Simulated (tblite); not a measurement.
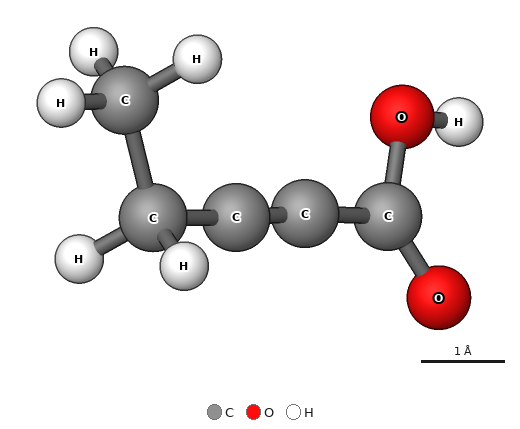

Figure 1. The input geometry (ball-and-stick view, seen at a tilt).

## Run report: C5H6O2, molecular dynamics (part 1 of 2)

- system: C5H6O2 (2-pentynoic acid)
- method: GFN2-xTB Langevin dynamics, gas phase (tblite 0.8.0)

The input:
```
{"job": {"dt": 1.5, "steps": 8000, "equilibration": 400, "friction": 0.005, "h_mass": 4.0, "temperature": 800, "xc": "GFN2-xTB", "basis": "xTB", "kind": "md"}, "charge": 0, "multiplicity": 1}
C     -2.250272    -0.161511     0.028199
C     -1.104591    -1.172653     0.089343
C      0.176227    -0.519393     0.211518
C      1.223912     0.065353     0.307166
C      2.512606     0.680764     0.438779
O      3.518344     0.106608     0.767594
O      2.474481     1.991289     0.149123
H     -2.122823     0.506657    -0.819926
H     -2.277291     0.436874     0.935562
H     -3.199738    -0.681163    -0.075717
H     -1.236317    -1.842467     0.943992
H     -1.092217    -1.782213    -0.819048
H      3.360126     2.373802     0.247773
```

The first line tells a small driver script what to run in tblite; the rest is the geometry in Å.

Run on 1 CPU thread, shared host.

Command:
```bash
OMP_NUM_THREADS=1 python <driver script> task.json out
```

What the program printed:
```
t/fs     T/K   E - E0/eV
     0.0    615.4     0.0000
   525.0    977.7     0.9617
  1050.0   1020.1     1.3912
  1575.0    999.1     0.8356
  2100.0    741.7     1.1747
  2625.0    955.2     1.0582
  3150.0    869.0     0.9213
  3675.0    876.8     1.2482
  4200.0   1024.7     1.2503
  4725.0    676.5     0.9613
  5250.0    794.7     1.4225
  5775.0    925.7     1.4755
  6300.0   1220.8     1.1382
  6825.0    778.1     0.9996
  7350.0    613.3     1.0169
  7875.0    855.7     1.2584
  8400.0   1137.6     1.0421
  8925.0    790.8     1.4382
  9450.0    669.1     1.3116
  9975.0    738.4     1.7195
 10500.0   1084.2     1.0064
 11025.0    880.2     1.1688
 11550.0   1296.2     1.1758
 12075.0    925.7     1.0083
 12600.0    855.7     0.8852
```

Trajectory as extended XYZ (Å, eV, eV/Å), 25 frames, from step=0 to step=8400:
```
13
Properties=species:S:1:pos:R:3:forces:R:3 step=0 time_fs=0.0 energy=-594.26483 temperature=615.4
C    -2.2503   -0.1615    0.0282    0.0030  -0.0020   0.0000
C    -1.1046   -1.1727    0.0893    0.0010  -0.0010   0.0000
C     0.1762   -0.5194    0.2115   -0.0030  -0.0020   0.0010
C     1.2239    0.0654    0.3072    0.0010  -0.0020  -0.0010
C     2.5126    0.6808    0.4388   -0.0020  -0.0010   0.0000
O     3.5183    0.1066    0.7676    0.0020  -0.0010  -0.0010
O     2.4745    1.9913    0.1491   -0.0030   0.0000   0.0010
H    -2.1228    0.5067   -0.8199    0.0010   0.0010  -0.0020
H    -2.2773    0.4369    0.9356    0.0010   0.0020   0.0000
H    -3.1997   -0.6812   -0.0757   -0.0010   0.0000   0.0010
H    -1.2363   -1.8425    0.9440   -0.0010   0.0010  -0.0010
H    -1.0922   -1.7822   -0.8190    0.0000   0.0000   0.0010
H     3.3601    2.3738    0.2478    0.0000   0.0030   0.0000
13
Properties=species:S:1:pos:R:3:forces:R:3 step=350 time_fs=525.0 energy=-593.30317 temperature=977.7
C    -1.7111   -1.4381    0.8512   -2.8690  -0.7800   0.8920
C    -0.2434   -1.6149    1.2642    0.1920   0.8950  -2.8850
C     0.4323   -0.2852    0.9679   -1.1060  -3.1480   1.0310
C     1.0431    0.6915    0.6484    0.1740  -0.0720   0.8600
C     1.8568    1.8155    0.5009    0.1230   2.4670  -2.7070
O     3.0212    1.8264    0.1453   -1.0830  -0.0150   1.0500
O     1.0598    2.9916    0.3484    1.7340  -1.2220   0.1720
H    -1.8200   -1.2010   -0.2047    0.3940  -0.2020  -0.0610
H    -2.2158   -0.5752    1.3516    0.5890  -0.6530   0.0180
H    -2.5100   -2.3623    1.0247    2.4200   1.8610  -0.1570
H    -0.0140   -2.0188    2.2309   -0.1890   0.3380   0.5200
H     0.1475   -2.3629    0.5031    0.0550   0.7400   0.8000
H     1.6456    3.6459   -0.0922   -0.4340  -0.2100   0.4670
13
Properties=species:S:1:pos:R:3:forces:R:3 step=700 time_fs=1050.0 energy=-592.87367 temperature=1020.1
C    -2.1022   -3.3857    1.7579    4.4590  -1.0720   0.9270
C    -0.5786   -2.7769    1.8550    0.4060  -2.1790  -1.7310
C    -0.2303   -1.3667    1.7864   -1.2320   1.9260  -2.5020
C    -0.1670   -0.3468    1.0613   -0.3220  -0.7250   2.4000
C    -0.0559    1.1231    0.8938    1.4840  -2.2640  -3.3790
O     0.1014    1.9172    1.7408   -0.3450   1.3320   1.4500
O     0.1519    1.4349   -0.4859   -0.9140  -2.8330   2.1680
H    -1.9361   -4.4971    1.7799   -0.1450   0.9210   0.2790
H    -2.5458   -3.2158    0.8475   -1.0640   1.0750  -1.5530
H    -2.5287   -3.0656    2.6393   -1.5890   0.5500   1.3060
H    -0.0253   -3.3492    2.6536   -0.6740   0.8610  -0.5080
H    -0.1433   -3.1625    0.8560   -0.1970   0.2790   1.2540
H     0.1661    2.3442   -0.6467    0.1340   2.1290  -0.1100
13
Properties=species:S:1:pos:R:3:forces:R:3 step=1050 time_fs=1575.0 energy=-593.42928 temperature=999.1
C    -2.2320   -4.0846    3.3881   -0.1950  -0.5810   0.2480
C    -1.4977   -3.2222    2.4437   -1.4310   2.3980   0.0090
C    -1.5004   -1.8178    2.8207   -0.2200   2.5490  -1.1710
C    -1.6098   -0.6036    2.6482   -0.0020  -1.1460   0.4900
C    -1.7549    0.8734    2.7109    0.9200  -1.7290   0.7140
O    -2.6941    1.4190    3.2207    0.3010   0.3690  -0.4820
O    -0.5999    1.4157    2.2682   -0.6560   1.7820   0.2640
H    -2.4998   -4.9610    2.8487   -0.7780  -0.8110  -0.3260
H    -3.0930   -3.5638    3.7816   -0.1010  -0.2250   0.2660
H    -1.5437   -4.4409    4.1318    0.0060   0.1900   0.8490
H    -0.5786   -3.5621    2.2255    3.9940  -1.1740   0.2650
H    -1.8292   -3.2210    1.4299   -1.5940   0.0930  -0.9460
H    -0.5707    2.4298    2.3746   -0.2440  -1.7150  -0.1810
13
Properties=species:S:1:pos:R:3:forces:R:3 step=1400 time_fs=2100.0 energy=-593.09018 temperature=741.7
C    -5.3382   -3.4137    2.7039    1.4150   6.0830  -1.1060
C    -3.8564   -3.4399    3.0262    1.4270   1.0590  -1.1690
C    -3.3675   -2.2081    3.6445    0.2840   0.9320   0.0380
C    -2.9579   -1.0635    3.8186    0.6630  -1.7070   0.4770
C    -2.0808   -0.2647    4.7127   -1.8180   0.5170  -3.8660
O    -2.2404   -0.4020    5.8621    0.8400   0.2130   2.9900
O    -1.3732    0.6266    4.0005    1.4550   0.6790   1.5740
H    -5.8293   -2.8290    3.4718   -0.4070  -0.3490   0.2800
H    -5.5950   -4.3538    2.6428   -2.0850  -4.3520  -0.6750
H    -5.4898   -2.7604    1.7480    0.0400  -1.4910   1.3490
H    -3.6467   -4.3512    3.5927    0.3390   0.4350   0.1530
H    -3.2391   -3.4115    2.0657   -0.6770  -0.7360   0.8430
H    -0.7155    1.2082    4.5488   -1.4760  -1.2830  -0.8880
13
Properties=species:S:1:pos:R:3:forces:R:3 step=1750 time_fs=2625.0 energy=-593.20663 temperature=955.2
C    -4.5388   -3.7434    4.9589   -1.6950  -2.1840   1.4130
C    -4.6769   -2.5846    4.0425    2.1820   1.4440  -2.4260
C    -3.3836   -1.7742    4.1574   -3.9890  -1.9130  -0.5340
C    -2.3222   -1.2734    4.3268    1.9060   0.5830   0.4070
C    -1.1435   -0.5570    4.6871   -0.5180   2.2410  -0.8290
O    -0.1834   -0.9134    5.3041   -0.4640   0.3940  -0.3160
O    -1.3711    0.7993    4.2070    2.0430  -0.5970   2.7460
H    -3.8704   -3.5441    5.7744    0.2830   0.0440   0.3460
H    -4.2411   -4.7307    4.4884    0.0190   1.3970   0.1790
H    -5.5307   -3.9998    5.4038    0.5260   0.2750  -0.0720
H    -4.6197   -3.0952    3.0649    0.0630   0.6600  -0.3310
H    -5.5768   -1.9201    3.9167    0.8440  -0.6850   1.0960
H    -0.7963    1.4532    4.7922   -1.2010  -1.6590  -1.6770
13
Properties=species:S:1:pos:R:3:forces:R:3 step=2100 time_fs=3150.0 energy=-593.34350 temperature=869.0
C    -5.6258   -4.3826    3.3093   -0.7150   1.7020   1.6570
C    -5.7399   -2.8711    3.7434    0.5750  -1.9730   1.6550
C    -4.7470   -2.0948    3.0840    1.5660   1.5970  -1.3740
C    -3.8501   -1.4604    2.5301   -1.4140  -2.0450   1.3390
C    -2.5333   -1.1287    2.0514   -2.3430   0.4890  -1.5230
O    -2.1241   -1.2947    0.9432    0.2820  -1.5620  -1.8170
O    -1.9062   -0.3270    2.8150    1.9150   1.5380   2.9830
H    -6.5609   -4.7801    3.5490   -1.6350  -0.8980   0.3410
H    -4.9366   -4.9583    3.8556    1.2710  -0.2780   0.5390
H    -5.5003   -4.4884    2.3064    0.6350  -0.1740  -2.7900
H    -6.8145   -2.6580    3.6946    0.6140   0.7620  -0.2530
H    -5.4125   -2.9291    4.8332   -0.6540   0.5630  -0.8660
H    -1.0197   -0.1845    2.4305   -0.0980   0.2790   0.1090
13
Properties=species:S:1:pos:R:3:forces:R:3 step=2450 time_fs=3675.0 energy=-593.01663 temperature=876.8
C    -5.3055   -3.0821    3.0129    0.6030   2.0910  -1.9410
C    -5.5703   -1.5029    3.0965    0.2920  -1.2540   1.0820
C    -4.1677   -1.1579    3.1489    2.1670   4.0290   0.1320
C    -3.1286   -0.4861    3.2864   -3.6300  -2.3830  -0.6810
C    -1.9244    0.2152    3.1981    1.1970   1.5160  -0.1550
O    -1.6699    1.0533    2.3463   -0.2220  -1.0290   0.4880
O    -1.0853   -0.0035    4.2408   -0.9120  -0.8440  -0.1330
H    -4.2341   -3.2187    3.4383   -2.3400  -0.6270  -0.5780
H    -5.3390   -3.1702    1.9047    0.9950  -0.4740   0.4040
H    -6.1408   -3.6846    3.2444   -0.3300  -0.6460   1.4070
H    -6.1823   -1.0510    2.2655    0.9240  -0.6060   0.6890
H    -6.0252   -1.1713    4.0673    0.2270  -0.4290  -0.6750
H    -0.2170    0.2592    3.9801    1.0300   0.6550  -0.0390
13
Properties=species:S:1:pos:R:3:forces:R:3 step=2800 time_fs=4200.0 energy=-593.01458 temperature=1024.7
C    -5.3892   -1.9899    2.6559    1.6000   3.8450   0.3000
C    -3.9891   -2.2154    2.0912    0.0880  -2.5500   1.9580
C    -2.8145   -1.7343    2.8308    1.5420   1.3090   1.1350
C    -1.8219   -1.3341    3.4638   -3.6940  -0.1340  -2.7810
C    -0.6015   -0.6753    3.8213   -0.9880  -1.5380   0.5060
O    -0.3791    0.4993    3.9560    0.3210  -1.0730  -0.1200
O     0.1967   -1.7662    4.1121   -1.3220   1.0780  -0.9090
H    -5.3803   -2.3146    3.6803   -0.3210   0.4780   0.3910
H    -6.2119   -2.3483    2.1518   -1.1470  -1.6940  -1.3020
H    -5.5039   -0.8948    2.4422   -0.3820  -0.2970   1.4120
H    -4.0314   -3.2982    2.2025    1.1250  -0.7330  -0.4050
H    -3.9403   -2.0121    1.0712    0.3370   0.7590  -1.5730
H     0.8790   -1.3492    4.5575    2.8410   0.5510   1.3860
13
Properties=species:S:1:pos:R:3:forces:R:3 step=3150 time_fs=4725.0 energy=-593.30354 temperature=676.5
C    -4.9055   -2.8477    4.7195    1.3190  -2.2460   0.8670
C    -3.8310   -2.0607    3.8185   -0.1030  -0.9720   1.4150
C    -2.4448   -1.9118    4.3975   -4.5620  -0.2890  -1.6370
C    -1.3093   -1.7974    4.6985    3.0620   0.9860   0.5110
C     0.0561   -1.5749    5.1851   -3.0520   3.2180  -1.0130
O     0.6468   -2.4162    5.7194    2.6190  -2.3810   1.4930
O     0.4194   -0.2327    5.1362   -1.3410  -1.6780  -0.7020
H    -4.9231   -4.0189    4.5990    0.9350   1.9350   0.0330
H    -5.8582   -2.6464    4.3561   -1.5860   0.9490  -0.7100
H    -4.9817   -2.7364    5.8562    0.8420   0.4740  -1.6520
H    -3.7271   -2.6226    2.8747    0.0700   0.0350   0.3880
H    -4.3223   -1.1088    3.5362    0.7190  -0.1810   0.5070
H     1.2491   -0.1255    5.5697    1.0800   0.1510   0.5020
13
Properties=species:S:1:pos:R:3:forces:R:3 step=3500 time_fs=5250.0 energy=-592.84238 temperature=794.7
C    -2.8940   -1.6148    3.0455   -1.8980   2.5180   1.2730
C    -2.4790   -0.4106    4.0684   -2.3180  -1.3410   0.1450
C    -1.1178   -0.6070    4.3180    4.5350  -1.4390   3.4960
C    -0.1083   -0.9322    4.9882   -2.1550   0.7470  -2.6060
C     1.2986   -1.2589    5.2551   -2.9430   0.2820  -1.0570
O     2.1738   -0.7274    4.6256    0.5270  -0.5710   0.9350
O     1.3199   -2.2126    6.2304    0.3780   1.2720  -0.9390
H    -2.7873   -1.2642    2.0003    0.7620  -0.6910   0.8060
H    -4.0148   -1.8383    3.1133    1.5170   0.1810   0.3100
H    -2.2926   -2.3568    3.5271    0.0080  -0.9870  -1.0710
H    -2.5550    0.5790    3.7226   -0.6670   1.2030  -1.0420
H    -3.0836   -0.4181    5.0621    0.8050  -0.4270  -1.4590
H     2.1125   -1.9116    6.6356    1.4470  -0.7470   1.2080
13
Properties=species:S:1:pos:R:3:forces:R:3 step=3850 time_fs=5775.0 energy=-592.78929 temperature=925.7
C    -0.4236   -2.2799    2.8146    0.3300  -1.6590   1.4120
C    -0.9788   -1.5417    4.0341    1.0900  -1.5380   1.3940
C     0.0655   -1.5508    5.0307    3.2520   2.4660   3.0950
C     0.9520   -1.1964    5.8472   -2.5440  -1.2880  -2.1810
C     2.2425   -0.8195    6.4236   -1.2360   0.9840   1.0500
O     2.4406   -0.1599    7.4496   -0.1930  -1.6240  -2.4210
O     3.1366   -1.1569    5.4813    2.1910   2.0650   0.8860
H    -1.1825   -3.0104    2.4510    1.3320  -0.4160   0.6750
H     0.7093   -2.5033    2.8819   -2.2200  -0.4010   0.0920
H    -0.5213   -1.5656    2.1374    0.2210   3.1560  -3.7390
H    -1.4166   -0.5794    3.9080    0.3220   1.0330  -0.5260
H    -1.7735   -2.0852    4.4615   -1.2430  -1.1120   0.5620
H     3.9459   -0.5222    5.6239   -1.3010  -1.6660  -0.2990
13
Properties=species:S:1:pos:R:3:forces:R:3 step=4200 time_fs=6300.0 energy=-593.12667 temperature=1220.8
C    -1.1001   -1.5120    3.8191    1.7310   2.8980  -1.3240
C    -0.3399   -2.3963    4.7528    2.5080  -1.5400   0.9940
C     0.8553   -1.8200    5.4537   -3.0420  -1.3170  -2.5170
C     1.5416   -0.9907    5.9424    1.7010   1.9370   1.2720
C     2.6229   -0.1577    6.3730    1.7060  -2.8410  -1.1860
O     2.6777    0.9750    6.6447   -0.7820   2.8600   0.9740
O     3.8115   -0.8604    6.2350   -3.3090  -2.2700  -0.8300
H    -1.7630   -2.1081    3.2219   -0.5530   0.0580   0.0650
H    -0.3385   -0.9633    2.9505   -1.9100  -1.3080   2.4970
H    -1.6040   -0.6778    4.4414    0.6560  -1.2800  -1.4000
H    -0.9246   -2.6299    5.6334   -0.7240  -0.4980  -0.0370
H     0.0331   -3.3743    4.2728   -0.6830   1.2680   0.4720
H     4.5137   -0.3663    6.5178    2.7000   2.0340   1.0190
```
